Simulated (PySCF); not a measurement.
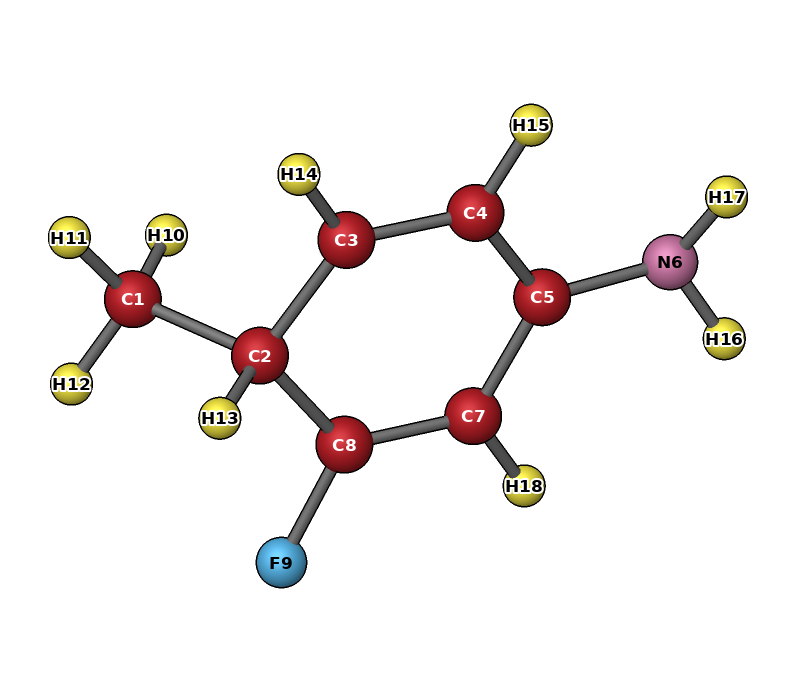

The questions are on Mulliken spin populations. The species is neutral and a spin doublet. The geometry was computed by an optimisation with GFN2-xTB. No frequency run is at hand to confirm it as a minimum. Level of theory: UKS B3LYP, pcH-1 on C F H N, non-relativistic (PySCF 2.14.0).

Which atom carries the largest spin population?

C5 (0.44 e).

Which atom has the lowest spin population?

C7 (−0.18 e); a negative value comes from spin polarisation.

Give the Mulliken spin populations atom by atom.

```json
{"atom": "C1", "value (e)": "0.05"}
{"atom": "C2", "value (e)": "−0.06"}
{"atom": "C3", "value (e)": "0.40"}
{"atom": "C4", "value (e)": "−0.17"}
{"atom": "C5", "value (e)": "0.44"}
{"atom": "N6", "value (e)": "0.12"}
{"atom": "C7", "value (e)": "−0.18"}
{"atom": "C8", "value (e)": "0.33"}
{"atom": "F9", "value (e)": "0.02"}
{"atom": "H10", "value (e)": "0.00"}
{"atom": "H11", "value (e)": "0.00"}
{"atom": "H12", "value (e)": "0.00"}
{"atom": "H13", "value (e)": "0.05"}
{"atom": "H14", "value (e)": "−0.02"}
{"atom": "H15", "value (e)": "0.01"}
{"atom": "H16", "value (e)": "0.00"}
{"atom": "H17", "value (e)": "0.00"}
{"atom": "H18", "value (e)": "0.01"}
```

Mulliken values depend strongly on the basis set.
